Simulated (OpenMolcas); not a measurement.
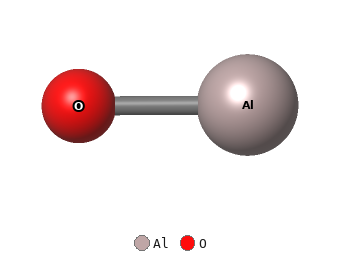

The molecule at the reference distance of 1.779 Å.

## Run report: AlO⁺, relativistic diatomic calculation (part 1 of 2)

AlO⁺. Computed at this level: SA-CASSCF(6,7)/XMS-CASPT2 + RASSI spin-orbit (X2C scalar, AMFI), ANO-RCC-VTZP (OpenMolcas).

Input file:
```
&GATEWAY
Coord
2
angstrom
Al 0.0 0.0 0.0
O 0.0 0.0 1.7790
Basis=ANO-RCC-VTZP
Group=XY
RX2C
AMFI
ANGMom
0.0 0.0 0.0
RICD
&SEWARD
&GUESSORB
&RASSCF
FileOrb=$CurrDir/o32.orb
Symmetry=2
Spin=3
nActEl=6 0 0
Inactive=5 2
RAS2=3 4
CIRoot=4 4 1
Linear
Iterations=120 100
OrbListing=Nothing
PRWF=0.15
>>COPY $Project.RasOrb $CurrDir/o32.orb
>>COPY $Project.rasscf.h5 $CurrDir/r32.h5
&CASPT2
XMultistate=all
Imaginary=0.2
IPEA=0.25
MaxIter=40
>>COPY $Project.JobMix JOB001
&RASSCF
CIOnly
FileOrb=$CurrDir/ref.orb
Symmetry=2
Spin=1
nActEl=6 0 0
Inactive=5 2
RAS2=3 4
CIRoot=4 4 1
Linear
Iterations=120 100
OrbListing=Nothing
PRWF=0.15
>>COPY $Project.RasOrb $CurrDir/o12.orb
>>COPY $Project.rasscf.h5 $CurrDir/r12.h5
&CASPT2
XMultistate=all
Imaginary=0.2
IPEA=0.25
MaxIter=40
>>COPY $Project.JobMix JOB002
&RASSCF
CIOnly
FileOrb=$CurrDir/ref.orb
Symmetry=1
Spin=1
nActEl=6 0 0
Inactive=5 2
RAS2=3 4
CIRoot=7 7 1
Linear
Iterations=120 100
OrbListing=Nothing
PRWF=0.15
>>COPY $Project.RasOrb $CurrDir/o11.orb
>>COPY $Project.rasscf.h5 $CurrDir/r11.h5
&CASPT2
XMultistate=all
Imaginary=0.2
IPEA=0.25
MaxIter=40
>>COPY $Project.JobMix JOB003
&RASSCF
CIOnly
FileOrb=$CurrDir/ref.orb
Symmetry=1
Spin=3
nActEl=6 0 0
Inactive=5 2
RAS2=3 4
CIRoot=6 6 1
Linear
Iterations=120 100
OrbListing=Nothing
PRWF=0.15
>>COPY $Project.RasOrb $CurrDir/o31.orb
>>COPY $Project.rasscf.h5 $CurrDir/r31.h5
&CASPT2
XMultistate=all
Imaginary=0.2
IPEA=0.25
MaxIter=40
>>COPY $Project.JobMix JOB004
&RASSCF
CIOnly
FileOrb=$CurrDir/ref.orb
Symmetry=2
Spin=5
nActEl=6 0 0
Inactive=5 2
RAS2=3 4
CIRoot=2 2 1
Linear
Iterations=120 100
OrbListing=Nothing
PRWF=0.15
>>COPY $Project.RasOrb $CurrDir/o52.orb
>>COPY $Project.rasscf.h5 $CurrDir/r52.h5
&CASPT2
XMultistate=all
Imaginary=0.2
IPEA=0.25
MaxIter=40
>>COPY $Project.JobMix JOB005
&RASSI
Nr of JobIphs=5 4 4 7 6 2
1 2 3 4
1 2 3 4
1 2 3 4 5 6 7
1 2 3 4 5 6
1 2
SpinOrbit
EJob
Omega
MEES
MESO
Properties=4
'AngMom' 3 'Mltpl  1' 1 'Mltpl  1' 2 'Mltpl  1' 3
Thrs=1.0d-4
>>COPY $Project.rassi.h5 $CurrDir/so.h5
```

The first orbital files come from an earlier step.

Hardware: 1 thread of Arm Neoverse V2, 24 GiB of memory available, shared host.

Command:
```bash
pymolcas m.inp (one call a module block, same work directory)
```

The program's output (extracts):
```
++    Wave function specifications:
      Number of closed shell electrons          14
      Number of electrons in active shells       6
      Number of inactive orbitals                7
      Number of active orbitals                  7
      Number of secondary orbitals              50
      Spin quantum number                      1.0
      State symmetry                             2
++    Orbital specifications:
      Symmetry species                           1   2
                                                 a   b
      Frozen orbitals                            0   0
      Inactive orbitals                          5   2
      Active orbitals                            3   4
      RAS2 orbitals                              3   4
      Secondary orbitals                        26  24
      Number of basis functions                 34  30
      printout of CI-coefficients larger than  0.15 for root  1
      energy=    -317.042713
      conf/sym  111 2222     Coeff  Weight
            25  02u 2u00  -0.16747 0.02804
            34  0u2 2u00  -0.22260 0.04955
           100  02u u200  -0.56263 0.31656
           127  0u2 u200  -0.74788 0.55932
      printout of CI-coefficients larger than  0.15 for root  2
      energy=    -317.042713
      conf/sym  111 2222     Coeff  Weight
            25  02u 2u00  -0.56263 0.31656
            34  0u2 2u00  -0.74788 0.55932
           100  02u u200   0.16747 0.02804
           127  0u2 u200   0.22260 0.04955
      printout of CI-coefficients larger than  0.15 for root  3
      energy=    -316.870645
      conf/sym  111 2222     Coeff  Weight
            25  02u 2u00   0.76544 0.58590
            34  0u2 2u00  -0.58517 0.34242
      printout of CI-coefficients larger than  0.15 for root  4
      energy=    -316.870645
      conf/sym  111 2222     Coeff  Weight
           100  02u u200   0.76544 0.58590
           127  0u2 u200  -0.58517 0.34242
      Natural orbitals and occupation numbers for root  1
      sym 1:   0.025294   1.005321   1.968415
      sym 2:   0.990320   1.973389   0.010949   0.026311
      Natural orbitals and occupation numbers for root  2
      sym 1:   0.025294   1.005321   1.968415
      sym 2:   1.973389   0.990320   0.026311   0.010949
      Natural orbitals and occupation numbers for root  3
      sym 1:   0.023781   1.961743   1.014245
      sym 2:   1.975442   0.990942   0.024015   0.009833
      Natural orbitals and occupation numbers for root  4
      sym 1:   0.023781   1.961743   1.014245
      sym 2:   0.990942   1.975442   0.009833   0.024015
      RASSCF energy for state  4                   -316.87064495
::    RASSCF root number  1 Total energy:   -317.04271335
::    RASSCF root number  2 Total energy:   -317.04271335
::    RASSCF root number  3 Total energy:   -316.87064495
::    RASSCF root number  4 Total energy:   -316.87064495
      Von Neumann Entropy (Root   1) =  1.24566
++    Wave function specifications:
      Number of closed shell electrons           8
      Number of electrons in active shells       6
      Number of inactive orbitals                4
      Number of active orbitals                  7
      Number of secondary orbitals              50
      Spin quantum number                      1.0
      State symmetry                             2
      Number of CSFs                           300
      Number of CASSCF root(s) available         4
      CASPT2 state passed to geometry opt.       4
      A file JOBMIX will be created
      This is a MULTI-STATE CASSCF reference
      Number of CI roots used                    4
      These are:                                 1   2   3   4
      Off-diagonal elements of Heff are computed
  FINAL CASPT2 RESULT:
      Reference energy:        -317.0427133472
      E2 (Non-variational):      -0.3293278114
      Shift correction:          -0.0009091181
      E2 (Variational):          -0.3302369295
      Total energy:            -317.3729502767
      Reference weight:           0.94947
  FINAL CASPT2 RESULT:
      Reference energy:        -317.0427133453
      E2 (Non-variational):      -0.3293278138
      Shift correction:          -0.0009091181
      E2 (Variational):          -0.3302369319
      Total energy:            -317.3729502772
      Reference weight:           0.94947
  FINAL CASPT2 RESULT:
      Reference energy:        -316.8706449523
      E2 (Non-variational):      -0.3452274380
      Shift correction:          -0.0018057353
      E2 (Variational):          -0.3470331733
      Total energy:            -317.2176781256
      Reference weight:           0.93016
  FINAL CASPT2 RESULT:
      Reference energy:        -316.8706449522
      E2 (Non-variational):      -0.3452274427
      Shift correction:          -0.0018057355
      E2 (Variational):          -0.3470331783
      Total energy:            -317.2176781305
      Reference weight:           0.93016
       Total XMS-CASPT2 energies:
::    XMS-CASPT2 Root  1     Total energy:   -317.37388266
::    XMS-CASPT2 Root  2     Total energy:   -317.37388266
::    XMS-CASPT2 Root  3     Total energy:   -317.21674575
::    XMS-CASPT2 Root  4     Total energy:   -317.21674575
++    Wave function specifications:
      Number of closed shell electrons          14
      Number of electrons in active shells       6
      Number of inactive orbitals                7
      Number of active orbitals                  7
      Number of secondary orbitals              50
      Spin quantum number                      0.0
      State symmetry                             2
      printout of CI-coefficients larger than  0.15 for root  1
      energy=    -317.029220
      conf/sym  111 2222     Coeff  Weight
            93  02u 2d00   0.15915 0.02533
            94  02u d200   0.65609 0.43045
           153  0u2 2d00   0.16572 0.02746
           154  0u2 d200   0.68319 0.46675
      printout of CI-coefficients larger than  0.15 for root  2
      energy=    -317.029220
      conf/sym  111 2222     Coeff  Weight
            93  02u 2d00  -0.65609 0.43045
            94  02u d200   0.15915 0.02533
           153  0u2 2d00  -0.68319 0.46675
           154  0u2 d200   0.16572 0.02746
      printout of CI-coefficients larger than  0.15 for root  3
      energy=    -316.793489
      conf/sym  111 2222     Coeff  Weight
            93  02u 2d00   0.66259 0.43902
            94  02u d200  -0.21860 0.04778
           153  0u2 2d00  -0.65257 0.42585
           154  0u2 d200   0.21529 0.04635
      printout of CI-coefficients larger than  0.15 for root  4
      energy=    -316.793489
      conf/sym  111 2222     Coeff  Weight
            93  02u 2d00  -0.21860 0.04778
            94  02u d200  -0.66259 0.43902
           153  0u2 2d00   0.21529 0.04635
           154  0u2 d200   0.65257 0.42585
      Natural orbitals and occupation numbers for root  1
      sym 1:   0.023923   1.002932   1.972405
      sym 2:   0.991103   1.973253   0.009952   0.026431
      Natural orbitals and occupation numbers for root  2
      sym 1:   0.023923   1.002932   1.972405
      sym 2:   1.973253   0.991103   0.026431   0.009952
      Natural orbitals and occupation numbers for root  3
      sym 1:   0.018461   1.005764   1.975276
      sym 2:   1.977105   0.993398   0.022160   0.007838
      Natural orbitals and occupation numbers for root  4
      sym 1:   0.018461   1.005764   1.975276
      sym 2:   0.993398   1.977105   0.007838   0.022160
      RASSCF energy for state  4                   -316.79348929
::    RASSCF root number  1 Total energy:   -317.02921950
::    RASSCF root number  2 Total energy:   -317.02921950
::    RASSCF root number  3 Total energy:   -316.79348929
::    RASSCF root number  4 Total energy:   -316.79348929
      Von Neumann Entropy (Root   1) =  1.23716
++    Wave function specifications:
      Number of closed shell electrons           8
      Number of electrons in active shells       6
      Number of inactive orbitals                4
      Number of active orbitals                  7
      Number of secondary orbitals              50
      Spin quantum number                      0.0
      State symmetry                             2
      Number of CSFs                           236
      Number of CASSCF root(s) available         4
      CASPT2 state passed to geometry opt.       4
      A file JOBMIX will be created
      This is a MULTI-STATE CASSCF reference
      Number of CI roots used                    4
      These are:                                 1   2   3   4
      Off-diagonal elements of Heff are computed
  FINAL CASPT2 RESULT:
      Reference energy:        -317.0292192622
      E2 (Non-variational):      -0.3315170577
      Shift correction:          -0.0010617866
      E2 (Variational):          -0.3325788443
      Total energy:            -317.3617981066
      Reference weight:           0.94742
  FINAL CASPT2 RESULT:
      Reference energy:        -317.0292192603
      E2 (Non-variational):      -0.3315170591
      Shift correction:          -0.0010617867
      E2 (Variational):          -0.3325788457
      Total energy:            -317.3617981061
      Reference weight:           0.94742
  FINAL CASPT2 RESULT:
      Reference energy:        -316.7934890529
      E2 (Non-variational):      -0.3534144027
      Shift correction:          -0.0019400575
      E2 (Variational):          -0.3553544602
      Total energy:            -317.1488435131
      Reference weight:           0.92731
  FINAL CASPT2 RESULT:
      Reference energy:        -316.7934890526
      E2 (Non-variational):      -0.3534144031
      Shift correction:          -0.0019400575
      E2 (Variational):          -0.3553544606
      Total energy:            -317.1488435132
      Reference weight:           0.92731
       Total XMS-CASPT2 energies:
::    XMS-CASPT2 Root  1     Total energy:   -317.36176870
::    XMS-CASPT2 Root  2     Total energy:   -317.36176870
::    XMS-CASPT2 Root  3     Total energy:   -317.14887292
::    XMS-CASPT2 Root  4     Total energy:   -317.14887292
++    Wave function specifications:
      Number of closed shell electrons          14
      Number of electrons in active shells       6
      Number of inactive orbitals                7
      Number of active orbitals                  7
      Number of secondary orbitals              50
      Spin quantum number                      0.0
      State symmetry                             1
      printout of CI-coefficients larger than  0.15 for root  1
      energy=    -317.015624
      conf/sym  111 2222     Coeff  Weight
           120  020 2200   0.26199 0.06864
           160  0ud 2200  -0.45284 0.20506
           180  002 2200  -0.81824 0.66951
      printout of CI-coefficients larger than  0.15 for root  2
      energy=    -316.856666
      conf/sym  111 2222     Coeff  Weight
            53  022 ud00  -0.98102 0.96239
      printout of CI-coefficients larger than  0.15 for root  3
      energy=    -316.856666
      conf/sym  111 2222     Coeff  Weight
            52  022 2000   0.69368 0.48120
            54  022 0200  -0.69368 0.48120
      printout of CI-coefficients larger than  0.15 for root  4
      energy=    -316.810237
      conf/sym  111 2222     Coeff  Weight
            52  022 2000   0.59521 0.35428
            54  022 0200   0.59521 0.35428
           160  0ud 2200   0.45675 0.20862
           180  002 2200  -0.20095 0.04038
      printout of CI-coefficients larger than  0.15 for root  5
      energy=    -316.756030
      conf/sym  111 2222     Coeff  Weight
            52  022 2000  -0.21914 0.04802
            54  022 0200  -0.21914 0.04802
           100  ud0 2200  -0.21107 0.04455
           120  020 2200   0.68506 0.46931
           122  020 u2d0  -0.17282 0.02987
           126  020 2u0d   0.17282 0.02987
           160  0ud 2200   0.50503 0.25505
      printout of CI-coefficients larger than  0.15 for root  6
      energy=    -316.667265
      conf/sym  111 2222     Coeff  Weight
            52  022 2000   0.28114 0.07904
            54  022 0200   0.28114 0.07904
           120  020 2200   0.55103 0.30363
           160  0ud 2200  -0.48880 0.23893
           180  002 2200   0.49151 0.24158
      printout of CI-coefficients larger than  0.15 for root  7
      energy=    -316.314460
      conf/sym  111 2222     Coeff  Weight
            68  u2u dd00  -0.75411 0.56868
            74  uu2 dd00  -0.63141 0.39868
      Natural orbitals and occupation numbers for root  1
      sym 1:   0.007965   0.282323   1.721554
      sym 2:   1.966143   1.966143   0.027936   0.027936
      Natural orbitals and occupation numbers for root  2
      sym 1:   0.015001   1.984572   1.997485
      sym 2:   0.993722   0.993721   0.007749   0.007749
      Natural orbitals and occupation numbers for root  3
      sym 1:   0.015001   1.984572   1.997485
      sym 2:   0.993722   0.993721   0.007749   0.007749
      Natural orbitals and occupation numbers for root  4
      sym 1:   0.015440   1.568706   1.879783
      sym 2:   1.251887   1.251887   0.016149   0.016149
      Natural orbitals and occupation numbers for root  5
      sym 1:   0.036622   1.831515   0.330027
      sym 2:   1.867136   1.867136   0.033782   0.033782
      Natural orbitals and occupation numbers for root  6
      sym 1:   0.021008   1.882138   0.422431
      sym 2:   1.808196   1.808196   0.029015   0.029015
      Natural orbitals and occupation numbers for root  7
      sym 1:   0.980793   1.974081   0.996882
      sym 2:   1.006438   1.006438   0.017684   0.017684
      RASSCF energy for state  7                   -316.31445985
::    RASSCF root number  1 Total energy:   -317.01562424
::    RASSCF root number  2 Total energy:   -316.85666566
::    RASSCF root number  3 Total energy:   -316.85666566
::    RASSCF root number  4 Total energy:   -316.81023714
::    RASSCF root number  5 Total energy:   -316.75602997
::    RASSCF root number  6 Total energy:   -316.66726486
::    RASSCF root number  7 Total energy:   -316.31445985
      Von Neumann Entropy (Root   1) =  0.83721
++    Wave function specifications:
      Number of closed shell electrons           8
      Number of electrons in active shells       6
      Number of inactive orbitals                4
      Number of active orbitals                  7
      Number of secondary orbitals              50
      Spin quantum number                      0.0
      State symmetry                             1
      Number of CSFs                           254
      Number of CASSCF root(s) available         7
      CASPT2 state passed to geometry opt.       7
      A file JOBMIX will be created
      This is a MULTI-STATE CASSCF reference
      Number of CI roots used                    7
      These are:                                 1   2   3   4   5   6   7
      Off-diagonal elements of Heff are computed
  FINAL CASPT2 RESULT:
      Reference energy:        -317.0156237870
      E2 (Non-variational):      -0.3748737178
      Shift correction:          -0.0019251358
      E2 (Variational):          -0.3767988536
      Total energy:            -317.3924226406
      Reference weight:           0.92549
  FINAL CASPT2 RESULT:
      Reference energy:        -316.8566652059
      E2 (Non-variational):      -0.3534717174
      Shift correction:          -0.0017701198
      E2 (Variational):          -0.3552418371
      Total energy:            -317.2119070430
      Reference weight:           0.92806
  FINAL CASPT2 RESULT:
      Reference energy:        -316.8566652059
      E2 (Non-variational):      -0.3534064451
      Shift correction:          -0.0017616721
      E2 (Variational):          -0.3551681171
      Total energy:            -317.2118333230
      Reference weight:           0.92815
  FINAL CASPT2 RESULT:
      Reference energy:        -316.8102366925
      E2 (Non-variational):      -0.3623401266
      Shift correction:          -0.0018611157
      E2 (Variational):          -0.3642012423
      Total energySPIN-FREE ENERGIES:
  (Shifted by EMIN (a.u.) =       -317.3738826581)
 SF State       Relative EMIN(au)   Rel lowest level(eV)    D:o, cm**(-1)      Abs_M
     1             0.0000000000        0.0000000000              0.0000         1.0
     2             0.0000000012        0.0000000337              0.0003         1.0
     5             0.0121139617        0.3296376916           2658.7073         1.0
     6             0.0121139623        0.3296377063           2658.7074         1.0
     9             0.0159509314        0.4340469563           3500.8248         0.0
    16             0.0674043348        1.8341653881          14793.5415         0.0
    17             0.0804147692        2.1881973453          17649.0018         0.0
     3             0.1571369083        4.2759131041          34487.5650         1.0
     4             0.1571369128        4.2759132279          34487.5660         1.0
    10             0.1619739345        4.4075352930          35549.1696         2.0
    11             0.1620510156        4.4096327768          35566.0869         2.0
    12             0.2021174632        5.4998963590          44359.6557         0.0
    13             0.2199795831        5.9859494010          48279.9379         0.0
     8             0.2250097346        6.1228267968          49383.9286         1.0
     7             0.2250097346        6.1228267968          49383.9286         1.0
    18             0.2759539112        7.5090884629          60564.8829         0.0
    19             0.2997390247        8.1563143753          65785.1120         2.0
    20             0.2999876154        8.1630788708          65839.6713         2.0
    14             0.3274647822        8.9107706708          71870.2124         0.0
    22             0.3498881279        9.5209409912          76791.5679         1.0
    23             0.3498881910        9.5209427078          76791.5817         1.0
    21             0.4490729336       12.2198970483          98560.1166         0.0
    15             0.4961799320       13.5017437762         108898.9077         0.0
```

(Continued in part 2.) Outcome of the run: converged; components of a degenerate state are split by 17 cm⁻¹.
